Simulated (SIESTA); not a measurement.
Band structure of Al2Au (Fm-3m, 3 atoms in the cell).

```xyz
3
Lattice="0.0000 3.0432 3.0432 3.0432 0.0000 3.0432 3.0432 3.0432 0.0000" Properties=species:S:1:pos:R:3 pbc="T T T"
Al     1.5216     1.5216     1.5216
Al     4.5648     4.5648     4.5648
Au     0.0000     0.0000     0.0000
```

Method of the run: GGA PBE, numerical atomic orbitals TZP, PseudoDojo PBE standard norm-conserving potentials (rewritten from UPF to PSML) (SIESTA).

Settings: XC.functional = GGA; XC.authors = PBE; potentials = PseudoDojo PBE standard; PAO.BasisSize = TZP; PAO.EnergyShift = 0.005 Ry; MeshCutoff = 350 Ry; kgrid.MonkhorstPack = 9 9 9; OccupationFunction = FD; ElectronicTemperature = 100 meV; MaxSCFIterations = 150; SCF.Mixer.Method = Broyden; SCF.Mixer.Weight = 0.2; SCF.Mixer.History = 8; SCF.DM.Tolerance = 1.0E-04.

The starting cell comes from a database of computed structures (which also holds hypothetical and non-ambient phases and stackings), without a prior relaxation at this level. Its lattice was rescaled by a random factor within 2.5 % of one. Spin-orbit coupling is off. Values carry the incompleteness of an atom-centred basis.

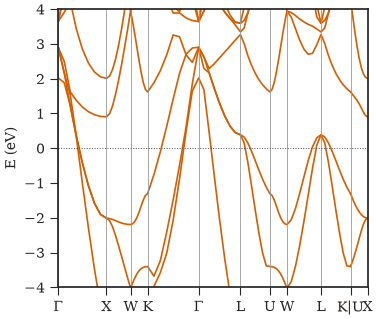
Bands along the path, energies from the Fermi level.

Levels in eV from the Fermi level, bands 10 to 15:
```json
[
 {"point": "Γ", "10": "-5.65", "11": "2.02", "12": "2.90", "13": "2.90", "14": "2.90", "15": "3.64"},
 {"point": "X", "10": "-5.37", "11": "-5.02", "12": "-2.01", "13": "-2.01", "14": "0.90", "15": "2.01"},
 {"point": "W", "10": "-5.21", "11": "-4.02", "12": "-4.02", "13": "-2.19", "14": "3.94", "15": "3.94"},
 {"point": "K", "10": "-5.52", "11": "-4.62", "12": "-3.40", "13": "-1.31", "14": "1.62", "15": "4.27"},
 {"point": "L", "10": "-5.54", "11": "-5.45", "12": "0.39", "13": "0.39", "14": "3.27", "15": "3.35"},
 {"point": "U", "10": "-5.52", "11": "-4.62", "12": "-3.40", "13": "-1.31", "14": "1.62", "15": "4.27"}
]
```

Bands cross the Fermi level along this path, so the cell is metallic at this level.

Higher empty bands are left out: an atom-centred basis made for the valence describes them poorly.
